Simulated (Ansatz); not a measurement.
# AgF (SMILES [F][Ag]) at 6 levels

Wanted: a comparison of 6 runs (B2PLYP/STO-3G, B3LYP/STO-3G, CAM-B3LYP/STO-3G, revPBE/STO-3G, MP2/STO-3G, UMP2/STO-3G) of AgF. 

Program for the calculation: Ansatz 0.2.0.

71 further runs of the same task are left out: 35 that didn't finish, 36 set aside as unsound or not needed.

## 1. The structure to begin with

AgF: 2 atoms, total charge 0, spin state singlet. SMILES: `[F][Ag]`. The Ag2–F1 distance was set to 4.966 Å, away from the relaxed value.

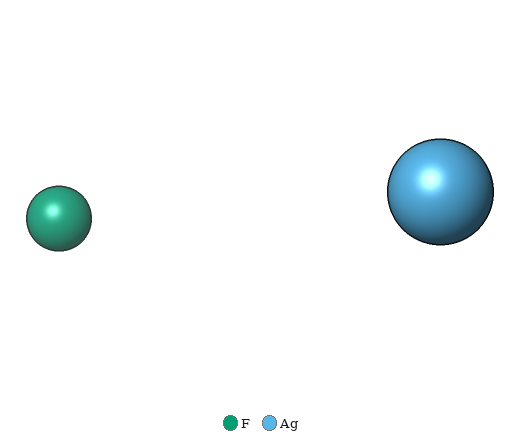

The structure, seen from a chosen angle (fluorine teal, silver blue).

## 2. The energy at B2PLYP/STO-3G (run 1)

The input, in.yaml:

```yaml
basis:
  gaussian: {orbitals: STO-3G}
crystal:
  periodic: [false, false, false]
  atoms:
    - symbol: F
      position_ang: [3.395722, -1.246890, 1.696236]
    - symbol: Ag
      position_ang: [-0.830500, 0.274100, -0.421500]
accuracy: high
hamiltonian: {xc: {name: B2PLYP}}
correlation: {frozen_orbitals: {Ag: 14, F: 1}}
```

The run is started by

```bash
$ ansatz run in.yaml --threads 1 --pin off --max-ram 2610MiB --events-out events.jsonl --progress --plain --runs-dir runs
```

The log of the run:

```text
Warning: RAYON_NUM_THREADS=1 ignored (pool sized by the plan → 1); use --threads N
Functional definition: B2PLYP
  name "B2PLYP"
  parameter a = 0.53
  parameter c = 0.27
  exchange = (1 - a)*b88_x + a*exact_x
  correlation = (1 - c)*lyp_c + c*(mp2_os + mp2_ss)
536 factors; integrals over basis functions are off by at most 8.4e-9 eV
mean field evaluation 1: about -142739.2193 eV, gradient 9.3e0 eV
mean field evaluation 2: about -142739.2275 eV, gradient 9.3e0 eV
mean field evaluation 4: about -142736.1114 eV, gradient 2.6e1 eV
mean field evaluation 8: about -142748.1870 eV, gradient 1.5e1 eV
mean field evaluation 16: about -142749.1398 eV, gradient 9.2e-5 eV
mean field evaluation 32: about -142749.1417 eV, gradient 3.8e-4 eV
mean field evaluation 64: about -142749.1401 eV, gradient 4.9e-1 eV
mean field evaluation 96: about -142749.1417 eV, gradient 7.6e-4 eV
mean field evaluation 128: about -142744.3123 eV, gradient 3.0e1 eV
mean field evaluation 160: about -142727.9213 eV, gradient 7.6e0 eV
mean field -142749.14166531 eV, -5245.9341973567 hartree, gradient 2.0e-8 eV, S^2 0.000000; 6 other end points of the search recorded, 0 dependent functions left out; unrestricted orbitals would lower it
15 core orbitals not correlated: weight in the atoms' cores, before any rotation towards them, 1.000 or more for the frozen orbitals, at most 0.000 for the correlated occupied ones
reference -142749.14168125 eV, -5245.9341979423 hartree; 13, 13 occupied and 4, 4 virtual orbitals, 536 factors
second order -34.39525565 eV of doubles, -0.00000000 eV of singles
Total energy: -142758.42840027 eV, -5246.2754785718 hartree
```

Wall time 38 s (1 thread of Arm Neoverse V1, shared host); peak memory 0.13 GiB.

## 3. A single-point energy at B3LYP/STO-3G (run 2)

The input, molecule.yaml:

```yaml
crystal:
  periodic: [false, false, false]
  atoms:
    - symbol: F
      position_ang: [3.395722, -1.246890, 1.696236]
    - symbol: Ag
      position_ang: [-0.830500, 0.274100, -0.421500]
basis:
  gaussian: {orbitals: STO-3G}
hamiltonian: {xc: {name: B3LYP}}
accuracy: high
```

The run is started by

```bash
$ ansatz run molecule.yaml --threads 1 --pin off --max-ram 2610MiB --events-out events.jsonl --progress --plain --runs-dir runs
```

The log of the run (excerpt; [...] marks lines left out):

```text
Warning: RAYON_NUM_THREADS=1 ignored (pool sized by the plan → 1); use --threads N
Functional definition: B3LYP
  name "B3LYP"
[...]
536 factors; integrals over basis functions are off by at most 8.4e-9 eV
[...]
mean field -142766.24222584 eV, -5246.5626313650 hartree, gradient 7.4e-8 eV, S^2 0.000000; 2 other end points of the search recorded, 0 dependent functions left out
reference -142766.24225062 eV, -5246.5626322755 hartree; 28, 28 occupied and 4, 4 virtual orbitals, 536 factors
Total energy: -142766.24225062 eV, -5246.5626322755 hartree
```

Run time: 12 s. Hardware: 1 thread of Arm Neoverse V1, shared host; peak memory 0.12 GiB.

Runs 3 to 4 aren't shown in full; the table further down has their settings and results.

## 4. The energy at MP2/STO-3G (run 5)

The input, job.yaml:

```yaml
crystal:
  periodic: [false, false, false]
  atoms:
    - {symbol: F, position_ang: [3.395722, -1.246890, 1.696236]}
    - {symbol: Ag, position_ang: [-0.830500, 0.274100, -0.421500]}
basis:
  gaussian:
    orbitals: STO-3G
correlation:
  method: mp2
  frozen_orbitals: {Ag: 14, F: 1}
accuracy: high
```

The run is started by

```bash
$ ansatz run job.yaml --threads 1 --pin off --max-ram 2610MiB --events-out events.jsonl --progress --plain --runs-dir runs
```

The log of the run (excerpt; [...] marks lines left out):

```text
Warning: RAYON_NUM_THREADS=1 ignored (pool sized by the plan → 1); use --threads N
Functional definition: HF
  name "HF"
[...]
536 factors; integrals over basis functions are off by at most 8.4e-9 eV
[...]
mean field -142700.75552202 eV, -5244.1560393882 hartree, gradient 6.2e-8 eV, S^2 0.000000; 18 other end points of the search recorded, 0 dependent functions left out; unrestricted orbitals would lower it
unrestricted determinant -142711.01166598 eV, -5244.5329457267 hartree, S^2 1.0000
15 core orbitals not correlated: weight in the atoms' cores, before any rotation towards them, 1.000 or more for the frozen orbitals, at most 0.000 for the correlated occupied ones
reference -142700.75552202 eV, -5244.1560393882 hartree; 13, 13 occupied and 4, 4 virtual orbitals, 536 factors
second order -13.15537044 eV of doubles, -0.00000000 eV of singles
Total energy: -142713.91089246 eV, -5244.6394903346 hartree
```

Run time: 6.9 s. Hardware: 1 thread of Arm Neoverse V1, shared host; peak memory 0.12 GiB.

## 5. The energy at UMP2/STO-3G (run 6)

The input, molecule.yaml:

```yaml
basis:
  gaussian: {orbitals: STO-3G}
crystal:
  periodic: [false, false, false]
  atoms:
    - symbol: F
      position_ang: [3.395722, -1.246890, 1.696236]
    - symbol: Ag
      position_ang: [-0.830500, 0.274100, -0.421500]
correlation: {method: mp2, frozen_orbitals: {Ag: 14, F: 1}}
accuracy: high
magnetization: {spin_polarized: true}
```

The run is started by

```bash
$ ansatz run molecule.yaml --threads 1 --pin off --max-ram 2610MiB --events-out events.jsonl --progress --plain --runs-dir runs
```

The log of the run (excerpt; [...] marks lines left out):

```text
Warning: RAYON_NUM_THREADS=1 ignored (pool sized by the plan → 1); use --threads N
[... 2 set-up lines as earlier in the session ...]
[...]
536 factors; integrals over basis functions are off by at most 8.4e-9 eV
[...]
mean field -142711.01166665 eV, -5244.5329457515 hartree, gradient 4.6e-8 eV, S^2 1.000014; 26 other end points of the search recorded, 0 dependent functions left out
15 core orbitals not correlated: weight in the atoms' cores, before any rotation towards them, 1.000 or more for the frozen orbitals, at most 0.000 for the correlated occupied ones
reference -142711.01166665 eV, -5244.5329457515 hartree; 13, 13 occupied and 4, 4 virtual orbitals, 536 factors
second order -0.67080175 eV of doubles, -0.00000000 eV of singles
Total energy: -142711.68246841 eV, -5244.5575972613 hartree
```

Run time: 17 s. Hardware: 1 thread of Arm Neoverse V1, shared host; peak memory 0.13 GiB.

## 6. All runs side by side

| run | level | frozen core orbitals | energy (Eh) | wall time |
| --- | --- | --- | --- | --- |
| 1 | B2PLYP/STO-3G | 15 | -5246.275479 | 38 s |
| 2 | B3LYP/STO-3G | – | -5246.562632 | 12 s |
| 3 | CAM-B3LYP/STO-3G | – | -5246.646947 | 15 s |
| 4 | revPBE/STO-3G | – | -5246.266603 | 37 s |
| 5 | MP2/STO-3G | 15 | -5244.639490 | 6.9 s |
| 6 | UMP2/STO-3G | 15 | -5244.557597 | 17 s |

## 7. Summary of results

```
                                           quantity           value
                                run 6: total energy  -5244.55760 Eh
run 6: correlation energy (15 core orbitals frozen)       -24.7 mEh
           run 6: ⟨S²⟩ of the reference determinant           1.000
```

In words: Totals of different functionals can't be ranked against each other. In runs 1, 5 the log says that unrestricted orbitals would lower the reference, so the values rest on an unstable closed-shell determinant (other closed-shell runs at this shape may share the fault). In runs 1, 2, 3, 4, 5, 6 the basis is minimal, so the values are rough. In runs 1, 2, 3, 4, 5 a closed-shell determinant meets a far-stretched bond, which it describes badly. In runs 1, 2, 3, 4, 5, 6 relativity is left out where basis or elements ask for it. Spin contamination of the reference: run 6 ⟨S²⟩ = 1.00. Where it is this large, the reference is a mixture of spin states, and values that rest on it are in doubt. All runs together took 2.1 min, the longest 38 s.
